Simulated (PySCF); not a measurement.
**C₂H₅ClSi: density, localisation and related maps**

```xyz
9

Cl   -1.2596   -1.6921   -1.0491
C    -0.6972   -0.5413    0.1701
C    -0.3149    0.8442   -0.3477
Si    1.1468   -0.1266    0.3404
H    -1.3729   -0.5718    1.0155
H    -0.4006    0.9794   -1.4167
H    -0.7479    1.6761    0.1911
H     2.0459   -0.7528   -0.6053
H     1.6140    0.1910    1.6765
```

Geometry: GFN2-xTB.

All numbers below come from PBE0/pcSseg-1, SCF density, gas phase, non-relativistic in PySCF.

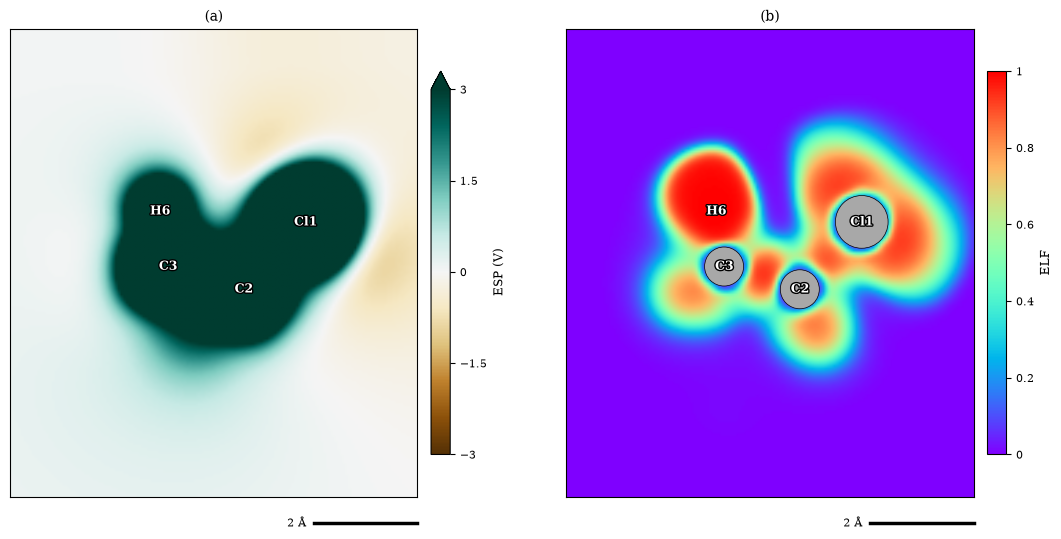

Figure 1. (a) molecular electrostatic potential; (b) electron localisation function on the plane of atoms Cl1, C2 and C3. Grey discs cover the atomic cores in the ELF map.

> What does the map show?

Atoms in the plane: Cl, C and H.
C–C (1.53 Å): the ELF peaks at about 0.90 between the atoms; a shared electron pair.
C–Cl (1.77 Å): the ELF peaks at about 0.90 between the atoms, as expected for a covalent bond.
C–H (1.08 Å): the ELF climbs to about 1 towards the hydrogen, as it does in any bond to H; an ordinary covalent bond to hydrogen.
The ELF also peaks beside Cl1, away from the bonds: lone-pair regions.
Outside the dense part of the molecule the potential is most negative (−0.9 V) near Cl1.

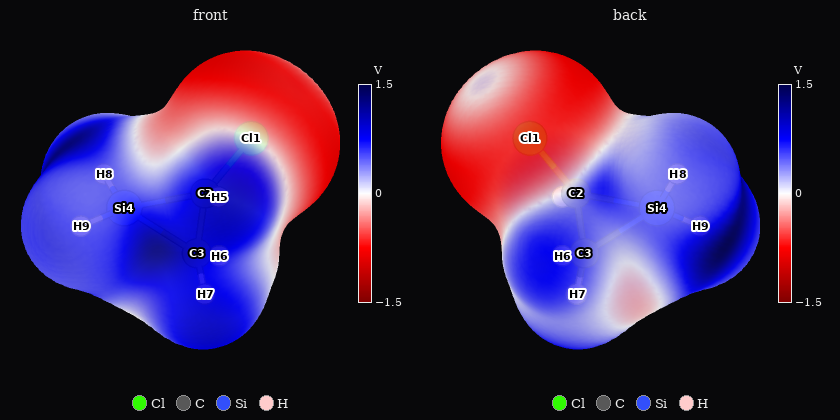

Figure 2. The molecular electrostatic potential painted on the density surface at 0.002 e/bohr³, seen from the front and from behind; the colour scale runs from red (negative) to blue (positive).

> Which sites attract a positive test charge, and which a negative one?

A positive charge is drawn to the negative regions and a negative charge to the positive ones. The most negative region (about −0.9 V, or −21 kcal/mol for a unit charge) lies over Cl1, the most positive (about +1.4 V, or +32 kcal/mol for a unit charge) over Si4.

> How polar is the molecule by this calculation?

Its dipole moment is 2.23 D.
